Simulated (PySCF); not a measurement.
Molecule: SMILES C(CB)=O, singlet. Atoms near the plane z = 0.0 Å, at the PBE0/def2-SVP optimised geometry (x, y, z in Å): C2 (0.8, 0.0, 0.0), C3 (-0.7, 0.0, 0.0), O4 (-1.4, 1.0, 0.0), H7 (1.2, 1.0, -0.2), H8 (1.1, -0.6, -0.8), H9 (-1.2, -1.0, 0.0).

Method: PBE0/def2-TZVP (PySCF). Cells within 0.4 Å of a nucleus heavier than hydrogen are left out (blank, or x). The values are rescaled to run from 0 to 1.

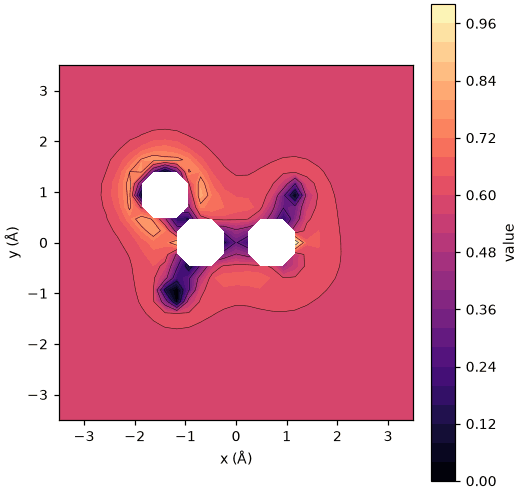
a field on the plane z = 0.0 Å.

Task: Which quantity is mapped?
A) Laplacian of the electron density
B) electrostatic potential
C) electron localisation function
D) deformation density (molecule minus spherical neutral atoms)

Result: A, Laplacian of the electron density. In full: Laplacian of the electron density (e/bohr⁵), clipped to [-1.50, 1.50].
